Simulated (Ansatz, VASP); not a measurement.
# Cross-check of MgO between VASP and Ansatz, part 2 of 2

Aim: how closely do two programs agree when they are given the same cell, functional and k mesh?  The cell comes out of the VASP series on this material, whose earlier steps may have relaxed, scaled or displaced it; both programs get it as it stands.

VASP 6.6.1 and Ansatz 0.2.0.

So far: Set-up; Ansatz: band structure, HSE06; VASP: band structure, HSE06.

### Step 3. VASP: band structure, HSE06 (continued)

Level of this step: HSE06; plane waves and PAW (Mg, O) (VASP).

Numbers of over 12 decimals in the logs are rounded to 6 here.

Parts of OUTCAR (step 3):

```text
ion  position               nearest neighbor table
   1  0.000  0.000  0.000-   2 2.10   2 2.10   2 2.10   2 2.10   2 2.10   2 2.10
   2  0.500  0.500  0.500-   1 2.10   1 2.10   1 2.10   1 2.10   1 2.10   1 2.10

  LATTYP: Found a face centered cubic cell.
 ALAT       =     4.1947961876

 Subroutine GETGRP returns: Found 48 space group operations
 (whereof 48 operations were pure point group operations)

The static configuration has the point symmetry O_h .

 Found     16 irreducible k-points:

   k-points           NKPTS =     16   k-points in BZ     NKDIM =    216   number of bands    NBANDS=     10

   dimension x,y,z NGX =    24 NGY =   24 NGZ =   24
   dimension x,y,z NGXF=    48 NGYF=   48 NGZF=   48

   ENCUT  =  520.0 eV  38.22 Ry    6.18 a.u.   5.52  5.52  5.52*2*pi/ulx,y,z

   NELECT =       8.0000    total number of electrons

 k-points in reciprocal lattice and weights: Automatic mesh
   0.00000000  0.00000000  0.00000000       0.005
   0.16666667  0.00000000  0.00000000       0.037
   0.33333333  0.00000000  0.00000000       0.037
   0.50000000  0.00000000  0.00000000       0.019
   0.16666667  0.16666667  0.00000000       0.028
   0.33333333  0.16666667  0.00000000       0.111
   0.50000000  0.16666667  0.00000000       0.111
  -0.33333333  0.16666667  0.00000000       0.111
  -0.16666667  0.16666667  0.00000000       0.056
[...]
-0.33333333  0.33333333  0.16666667       0.111
  -0.33333333  0.50000000  0.16666667       0.056

  exchange ACFDT corr.  =         0.00000000  see jH, gK, PRB 81, 115126

 average (electrostatic) potential at core
       1 -30.6374       2 -63.3228

 E-fermi :   2.2716

 k-point     1 :       0.0000    0.0000    0.0000
  band No.  band energies     occupation
      1     -16.8747      2.00000
      2       2.0164      2.00000
      3       2.0164      2.00000
      4       2.0164      2.00000
      5       8.6096      0.00000
      6      19.8694      0.00000
      7      19.8694      0.00000
      8      19.8694      0.00000
      9      23.8319      0.00000
    ...

 k-point     2 :       0.1667    0.0000    0.0000
  band No.  band energies     occupation
      1     -16.5706      2.00000
      2       0.4391      2.00000
      3       1.8225      2.00000
      4       1.8225      2.00000
      5      10.0754      0.00000
      6      17.5140      0.00000
      7      20.4915      0.00000
      8      20.4915      0.00000
      9      24.5136      0.00000
    ...

 k-point     3 :       0.3333    0.0000    0.0000
  band No.  band energies     occupation
      1     -15.8873      2.00000
      2      -1.9288      2.00000
      3       1.4597      2.00000
      4       1.4597      2.00000
      5      11.6212      0.00000
      6      16.5669      0.00000
      7      20.7581      0.00000
      8      20.7581      0.00000
      9      25.2766      0.00000
    ...

  energy-cutoff  :      520.00
  volume of cell :       18.45
      direct lattice vectors                 reciprocal lattice vectors
     0.000000000  2.097398094  2.097398094    -0.238390605  0.238390605  0.238390605
     2.097398094  0.000000000  2.097398094     0.238390605 -0.238390605  0.238390605
     2.097398094  2.097398094  0.000000000     0.238390605  0.238390605 -0.238390605

 POSITION                                       TOTAL-FORCE (eV/Angst)
 -----------------------------------------------------------------------------------
      0.00000      0.00000      0.00000         0.000000     -0.000000      0.000000
      2.09740      2.09740      2.09740        -0.000000      0.000000     -0.000000
 -----------------------------------------------------------------------------------
    total drift:                                0.000065      0.000085      0.000085

  FREE ENERGIE OF THE ION-ELECTRON SYSTEM (eV)
  ---------------------------------------------------
  free  energy   TOTEN  =       -14.2311406641 eV

  energy  without entropy=      -14.2311406641  energy(sigma->0) =      -14.23114066

 total charge
# of ion       s       p       d       tot
------------------------------------------
    1        0.146   0.181   0.080   0.407
    2        1.546   3.592   0.000   5.139
--------------------------------------------------
tot          1.692   3.773   0.080   5.546

[... 3 further parts left out ...]
```

### Step 4. Comparison

Known differences besides the PAW data sets themselves: exact exchange at q = 0 is treated differently, which shows on coarse meshes; VASP keeps PBE cores, Ansatz makes them for the functional; the data sets hold 16 valence electrons in Ansatz (default PAW (the set named soft_2) files) and 8 in VASP; the cutoff is 420 eV in Ansatz and 520 eV in VASP; VASP takes a coarser grid for exact exchange (PRECFOCK = Fast). Total energies have different zeros and are not compared.

Compared:

| quantity | Ansatz | VASP | difference |
| --- | --- | --- | --- |
| gap over the path points (eV) | 6.639 | 6.593 | +0.046 |

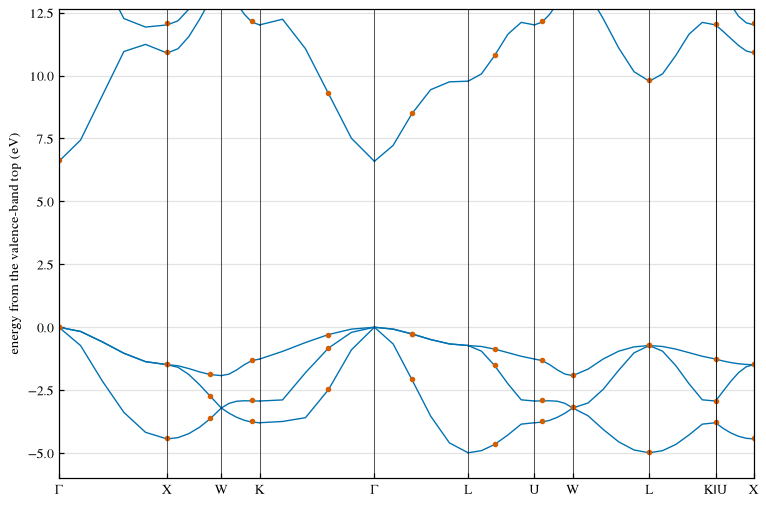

Bands from VASP (lines) and levels from Ansatz (dots). Dots without a line are higher empty bands that the VASP plot leaves out.

Levels at points of the path, from each program's valence-band top (eV; 3 filled, then empty):

| k (reciprocal lattice) | Ansatz | VASP |
| --- | --- | --- |
| 0.000 0.000 0.000 | 0.00 0.00 0.00 6.64 17.89 | 0.00 0.00 0.00 6.59 17.85 |
| 0.500 0.000 0.500 | -4.41 -1.48 -1.48 10.92 12.10 | -4.44 -1.49 -1.49 10.89 12.01 |
| 0.500 0.200 0.700 | -3.60 -2.73 -1.87 13.04 14.11 | -3.63 -2.75 -1.88 13.02 14.02 |
| 0.400 0.350 0.750 | -3.74 -2.91 -1.32 12.16 14.07 | -3.77 -2.93 -1.33 12.13 13.99 |
| 0.150 0.150 0.300 | -2.47 -0.82 -0.29 9.32 14.47 | -2.48 -0.83 -0.29 9.29 14.45 |
| 0.200 0.200 0.200 | -2.07 -0.27 -0.27 8.52 15.10 | -2.08 -0.27 -0.27 8.48 15.08 |
| 0.550 0.400 0.550 | -4.64 -1.52 -0.87 10.83 14.80 | -4.66 -1.53 -0.87 10.80 14.77 |
| 0.600 0.250 0.650 | -3.74 -2.91 -1.32 12.16 14.07 | -3.77 -2.93 -1.33 12.13 13.99 |
| 0.500 0.250 0.750 | -3.19 -3.19 -1.91 13.79 13.79 | -3.21 -3.21 -1.92 13.78 13.78 |
| 0.500 0.500 0.500 | -4.97 -0.72 -0.72 9.81 15.07 | -4.99 -0.73 -0.73 9.78 15.04 |

Among the levels compared (up to four filled and three empty ones at each point), filled levels agree within 35 meV and empty ones within 89 meV.

### Step 5. Summary of results

| Quantity | Value |
| --- | --- |
| difference in gap over the path points (band structure, HSE06) | 0.046 eV |

The difference in gap over the path points is 0.046 eV (band structure, HSE06), within the 0.08 eV picked in this series as the mark of a large difference. How closely two codes agree says nothing of how well the functional describes the real material.

[Lines on the potential files, build, host, timing and source positions are cut from VASP's logs without a mark.]

[Logs are printed without paths, hosts, clocks, repeated set-up lines and the standing remarks that a program may print on its own settings, such as how far it seeks lower states.]

[Hosts, paths, dates, database ids (printed as entryN), source tags and the programs' standing remarks are cut or masked in the printed files.]
